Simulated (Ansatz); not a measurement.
**[BCl2]+ (SMILES Cl[B+]Cl): levels of theory compared**

Aim: a comparison of 6 runs (B3LYP/STO-3G, HSE06/STO-3G, wB97M-V/STO-3G, wB97X/STO-3G, RPA@PBE/STO-3G, CCSD/STO-3G) of [BCl2]+. 

The results are computed with Ansatz 0.2.0.

6 further runs of the same task are left out: 6 that didn't finish.

## Step 1: The system as given

[BCl2]+ has 3 atoms, charge +1, and is taken as a singlet. As SMILES, `Cl[B+]Cl`. The B2–Cl1 distance was set to 2.358 Å, away from the relaxed value.

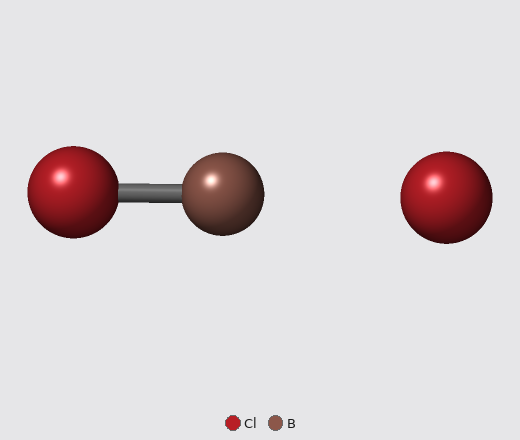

Viewed from a chosen angle; chlorine red, boron brown.

## Step 2: A single-point energy at B3LYP/STO-3G (run 1)

Contents of input.yaml:

```yaml
crystal:
  periodic: [false, false, false]
  atoms:
    - {symbol: Cl, position_ang: [-1.857967, 1.149056, -0.887238]}
    - {symbol: B, position_ang: [0.000740, 0.001360, 0.000550]}
    - {symbol: Cl, position_ang: [1.237640, -0.767840, 0.590740]}
basis:
  gaussian:
    orbitals: STO-3G
total_charge: 1
hamiltonian:
  xc: {name: B3LYP}
accuracy: high
```

Launch:

```console
ansatz run input.yaml --threads 1 --pin off --max-ram 2610MiB --events-out events.jsonl --progress --plain --runs-dir runs
```

Standard output:

```text
Warning: RAYON_NUM_THREADS=1 ignored (pool sized by the plan → 1); use --threads N
Functional definition: B3LYP
  name "B3LYP"
  parameter a0 = 0.2
  parameter ax = 0.72
  parameter ac = 0.81
  exchange = (1 - a0 - ax)*slater_x + ax*b88_x + a0*exact_x
  correlation = (1 - ac)*vwn_rpa_c + ac*lyp_c
387 factors; integrals over basis functions are off by at most 2.1e-8 eV
mean field evaluation 1: about -25421.9013 eV, gradient 3.5e1 eV
mean field evaluation 2: about -25249.7146 eV, gradient 1.2e2 eV
mean field evaluation 4: about -25427.3212 eV, gradient 1.9e1 eV
mean field evaluation 8: about -25429.3002 eV, gradient 5.1e-1 eV
mean field evaluation 16: about -25429.2655 eV, gradient 5.2e-5 eV
mean field -25429.26551389 eV, -934.5082710604 hartree, gradient 5.2e-8 eV, S^2 0.000000; 0 other end points of the search recorded, 0 dependent functions left out
reference -25429.26553958 eV, -934.5082720041 hartree; 19, 19 occupied and 4, 4 virtual orbitals, 387 factors
Total energy: -25429.26553958 eV, -934.5082720041 hartree
```

Wall time 0.84 s (1 thread of Arm Neoverse V2, shared host); peak memory 0.091 GiB.

## Step 3: A single-point energy at HSE06/STO-3G (run 2)

input.yaml, as its differences from that of step 2:

```diff
@@ -7,7 +7,5 @@
 basis:
-  gaussian:
-    orbitals: STO-3G
+  gaussian: {orbitals: STO-3G}
 total_charge: 1
-hamiltonian:
-  xc: {name: B3LYP}
+hamiltonian: {xc: hse06}
 accuracy: high
```

Launch:

```console
ansatz run input.yaml --threads 1 --pin off --max-ram 2610MiB --events-out events.jsonl --progress --plain --runs-dir runs
```

Standard output:

```text
Warning: RAYON_NUM_THREADS=1 ignored (pool sized by the plan → 1); use --threads N
Functional definition: HSE06
  name "HSE06"
  parameter a = 0.25
  parameter omega = 0.11/bohr
  exchange = pbe_x - a*pbe_x_sr(omega) + a*exact_x_sr(omega)
  correlation = pbe_c
387 factors; integrals over basis functions are off by at most 2.1e-8 eV
61 factors; integrals over basis functions are off by at most 1.0e-9 eV
mean field evaluation 1: about -25413.6254 eV, gradient 3.4e1 eV
mean field evaluation 2: about -25240.3413 eV, gradient 1.1e2 eV
mean field evaluation 4: about -25418.6512 eV, gradient 1.9e1 eV
mean field evaluation 8: about -25420.7609 eV, gradient 9.9e-1 eV
mean field evaluation 16: about -25420.7342 eV, gradient 3.7e-6 eV
mean field -25420.73423828 eV, -934.1947524644 hartree, gradient 8.5e-8 eV, S^2 0.000000; 0 other end points of the search recorded, 0 dependent functions left out
reference -25420.73423983 eV, -934.1947525212 hartree; 19, 19 occupied and 4, 4 virtual orbitals, 387 factors
Total energy: -25420.73423983 eV, -934.1947525212 hartree
```

It took 1 s on 1 thread of Arm Neoverse V2, shared host; peak memory 0.092 GiB.

## Step 4: A single-point energy at wB97M-V/STO-3G (run 3)

Contents of input.yaml:

```yaml
crystal:
  periodic: [false, false, false]
  atoms:
    - symbol: Cl
      position_ang: [-1.857967, 1.149056, -0.887238]
    - symbol: B
      position_ang: [0.000740, 0.001360, 0.000550]
    - symbol: Cl
      position_ang: [1.237640, -0.767840, 0.590740]
basis:
  gaussian: {orbitals: STO-3G}
hamiltonian: {xc: {name: wB97M-V}}
accuracy: high
total_charge: 1
```

Launch:

```console
ansatz run input.yaml --threads 1 --pin off --max-ram 2610MiB --events-out events.jsonl --progress --plain --runs-dir runs
```

Standard output (excerpt; [...] marks lines left out):

```text
Warning: RAYON_NUM_THREADS=1 ignored (pool sized by the plan → 1); use --threads N
Functional definition: wB97M-V
  name "wB97M-V"
[...]
  gx(w, u) = 1 - cx + cx01*u + cx10*w
  gss(w, u) = css00 + css04*u^4 + css10*w + css20*w^2 + css43*w^4*u^3
  gos(w, u) = cos00 + cos10*w + (cos20 + cos21*u)*w^2 + (cos60 + cos61*u)*w^6
[...]
      + integral(e_c_pw_mod_opposite_spin*gos(b97_w_opposite, b97_u_opposite)) + vv10(b, c)
387 factors; integrals over basis functions are off by at most 2.1e-8 eV
143 factors; integrals over basis functions are off by at most 6.3e-10 eV
[...]
mean field -25432.13688688 eV, -934.6137920712 hartree, gradient 2.6e-8 eV, S^2 0.000000; 0 other end points of the search recorded, 0 dependent functions left out
reference -25432.13688873 eV, -934.6137921394 hartree; 19, 19 occupied and 4, 4 virtual orbitals, 387 factors
Total energy: -25432.13688873 eV, -934.6137921394 hartree
```

Run time: 14 s. Hardware: 1 thread of Arm Neoverse V2, shared host; peak memory 0.25 GiB.

Runs 4 to 5 aren't shown in full; the table further down has their settings and results.

## Step 5: A single-point energy at CCSD/STO-3G (run 6)

Contents of job.yaml:

```yaml
crystal:
  periodic: [false, false, false]
  atoms:
    - {symbol: Cl, position_ang: [-1.857967, 1.149056, -0.887238]}
    - {symbol: B, position_ang: [0.000740, 0.001360, 0.000550]}
    - {symbol: Cl, position_ang: [1.237640, -0.767840, 0.590740]}
basis:
  gaussian:
    orbitals: STO-3G
total_charge: 1
correlation:
  method: ccsd
  frozen_orbitals: {B: 1, Cl: 5}
accuracy: high
scf:
  omitted_lower_state_checks: [cluster_reference, increment]
```

Launch:

```console
ansatz run job.yaml --threads 1 --pin off --max-ram 2610MiB --events-out events.jsonl --progress --plain --runs-dir runs
```

Standard output (excerpt; [...] marks lines left out):

```text
Warning: RAYON_NUM_THREADS=1 ignored (pool sized by the plan → 1); use --threads N
Functional definition: HF
  name "HF"
[...]
387 factors; integrals over basis functions are off by at most 2.1e-8 eV
[...]
mean field -25392.03525396 eV, -933.1400842435 hartree, gradient 2.0e-8 eV, S^2 0.000000; 0 other end points of the search recorded, 0 dependent functions left out; unrestricted orbitals would lower it
11 core orbitals not correlated: weight in the atoms' cores, before any rotation towards them, 1.000 or more for the frozen orbitals, at most 0.000 for the correlated occupied ones
reference -25392.03525396 eV, -933.1400842435 hartree; 8, 8 occupied and 4, 4 virtual orbitals, 387 factors
second order -2.24823467 eV of doubles, -0.00000000 eV of singles
cycle   1  -2.49830865 eV  change   -2.5e-1 eV  update   1.1e-1
[...]
cycle  26  -2.90512195 eV  change  -2.0e-10 eV  update  3.3e-10
Total energy: -25394.94037592 eV, -933.2468455061 hartree
Checks for a lower state left out: cluster_reference, increment
```

It took 0.2 s on 1 thread of Arm Neoverse V2, shared host.

## Step 6: Overview of the runs

```
run           level  frozen core orbitals  energy (Eh)  wall time
  1    B3LYP/STO-3G                     –  -934.508272     0.84 s
  2    HSE06/STO-3G                     –  -934.194753        1 s
  3  wB97M-V/STO-3G                     –  -934.613792       14 s
  4    wB97X/STO-3G                     –  -934.514519      3.6 s
  5  RPA@PBE/STO-3G                    11  -933.299532      1.4 s
  6     CCSD/STO-3G                    11  -933.246846      0.2 s
```

## Step 7: Outcome

| quantity | value |
| --- | --- |
| run 6: total energy | -933.24685 Eh |
| run 6: correlation energy (11 core orbitals frozen) | -106.8 mEh |
| run 6: T1 diagnostic | 0.026 |

Totals of different functionals can't be ranked against each other. In run 6 the log says that unrestricted orbitals would lower the reference, so the values rest on an unstable closed-shell determinant (other closed-shell runs at this shape may share the fault). In runs 1, 2, 3, 4, 5, 6 the basis is minimal, so the values are rough. All runs together took 21 s, the longest 14 s.
